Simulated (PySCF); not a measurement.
**Cl3HOSi, SMILES `O[Si](Cl)(Cl)Cl`: what the electrons do**

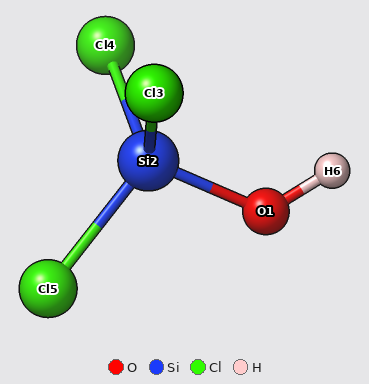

The molecule, with its atoms numbered as below. No frequency check shows the geometry to be a minimum.

Coordinates in Å:

```
O1      -0.1659    0.0038   -1.8336
Si2     -0.0188    0.0006   -0.2227
Cl3      0.9612   -1.6556    0.3805
Cl4      1.0015    1.6313    0.3821
Cl5     -1.9025    0.0221    0.4276
H6       0.5656   -0.0035   -2.4484
```

## 1. Bonding charge

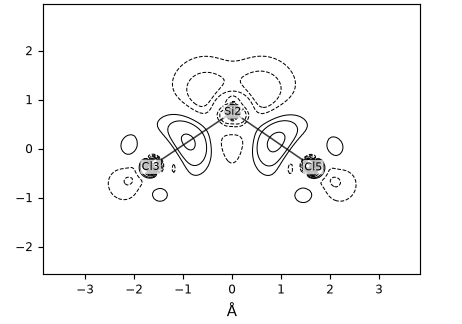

Deformation density (molecule less spherical, spin-averaged free atoms) in the plane of Si2, Cl3 and Cl5; contours at ±0.05 to ±0.8 e/Å³; solid lines: gain, dashed lines: loss.

Computed with PySCF, PBE/def2-TZVP, geometry: GFN2-xTB.

Describe the bonding that the map shows.

Answer. Si2–Cl5: +0.10 e/Å³ at the bond critical point (bond length 1.99 Å, Mayer order 1.3). Si2–Cl3: +0.09 e/Å³ at the bond critical point (bond length 2.02 Å, Mayer order 1.2). In all, 1.2 electrons gather in the regions of gain relative to the promolecule. A small or negative value marks a very polar bond, one between electron-rich atoms, whose free-atom densities already overlap strongly, a long bond to a heavier atom, or a closed-shell contact such as a hydrogen bond.

Where do the Hirshfeld charges lie?

Answer. The highest Hirshfeld charge is on Si2 (+0.35 e), the lowest on O1 (−0.28 e).

| atom | charge (e) |
| --- | --- |
| O1 | −0.28 |
| Si2 | +0.35 |
| Cl3 | −0.09 |
| Cl4 | −0.09 |
| Cl5 | −0.07 |
| H6 | +0.18 |

## 2. Electrostatic potential

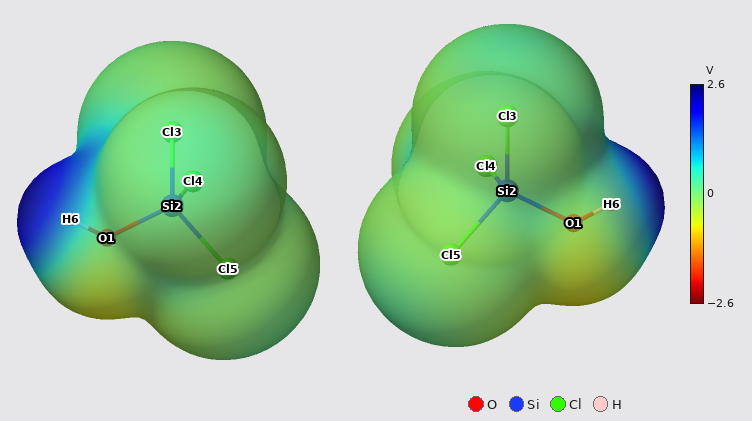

Electrostatic potential on the surface of electron density 0.001 a.u. (back view left, front view right).

Where are the extremes of the potential on the surface?

Answer. Highest: 2.51 V, 1.2 Å from H6. Further maxima include 0.51 V, off the Si2–Cl3 bond (2.2 to 2.4 Å from its atoms); 0.28 V, 2.0 Å from Cl4, and at like points elsewhere. Lowest: −0.80 V, 1.8 Å from O1. Further minima include −0.20 V, 2.1 Å from Cl3, and at like points elsewhere; −0.20 V, 2.1 Å from Cl3, and at like points elsewhere. The surface is sampled at points, so like sites can differ by a few per cent and only the strongest of them is named.

Does Cl4 carry a σ-hole?

Answer. Yes: a local maximum of +0.28 V lies on the extension of the Si2–Cl4 bond.

## 3. In an electric field

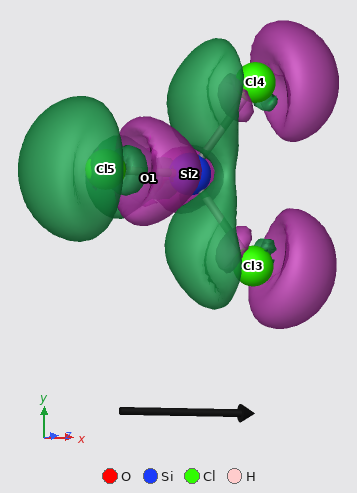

Change of the electron density in a uniform field of 0.21 V/Å along +x (arrow), surfaces at ±0.0015 e/Å³ (green: gain, purple: loss).

PySCF calculation, PBE/def2-TZVP, gas phase; geometry: GFN2-xTB. A basis without diffuse functions makes polarisabilities too small.

What dipole is induced, and what polarisability does it imply?

Answer. The induced dipole is 0.66 D (along the field); α along this axis, from the fields in both directions, is 65 bohr³ (9.6 Å³).

Which atoms gain and lose the most charge?

Answer. Electrons gather most on Cl5 (Hirshfeld charge changes by −0.021 e) and leave Cl3 and Cl4 alike most (+0.011 e); 0.056 electrons are displaced in all.
